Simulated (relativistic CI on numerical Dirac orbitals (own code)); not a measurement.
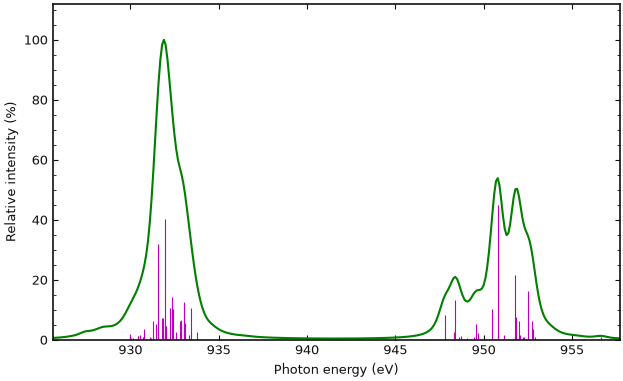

Computed core-level spectrum (absorption) of an ion of charge +3 in no crystal field (free ion). Sticks are the strongest transitions, on a scale of their own. Multiplet model: relativistic Dirac–Coulomb–Breit theory, one configuration a step, Slater integrals scaled by 0.7, 80 K, Voigt broadening (Lorentzian 0.6 eV, Gaussian 0.4 eV full widths), computed with a radial Dirac CI code.

Which element and which edge or line is it?

M₄,₅ X-ray absorption of Pr³⁺ (praseodymium, Z = 59), initial configuration [Xe] 4f². The main maxima lie at 931.9 eV (100), 948.4 eV (21), 950.8 eV (54) and 951.9 eV (50), heights in % of the largest; the centroid is at 940.3 eV. The lower edge holds 0.56 of the intensity (branching ratio, edges parted at 942 eV), and the core spin-orbit splitting of the orbitals is 21.1 eV. The ground state has S = 0.97.

Caveat: free-ion energies, so absolute edge positions are off by a few eV from solids.
